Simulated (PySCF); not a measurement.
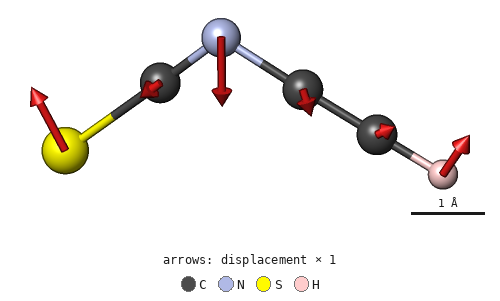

This is a relaxation of C₃HNS. The starting structure is drawn; red arrows show the displacements, at their true length. The two geometries are superimposed by the best rigid fit.

A ball-and-stick model, seen at a tilt.

The start comes from MMFF94s.

Level of theory: PySCF, PBE0-D3(BJ)/def2-SVP geometry optimisation, gas phase. 

What happened in the run?

The N atom moves most after the best rigid fit: 1.03 Å. Largest moves by element: N 1.03 Å, S 1.02 Å, H 0.75 Å, C 0.41 Å. Among the contacts that change: C–C 2.068 → 2.487 Å, C–S 1.803 → 1.570 Å, C–N 1.340 → 1.292 Å, C–N 1.173 → 1.195 Å. Among the angles between lasting bonds that change: C–N–C 110.6° → 179.9°. After 12 geometry steps the energy has fallen by 180.1 kJ/mol. The largest force component goes from 8.6 to 0.011 eV/Å.
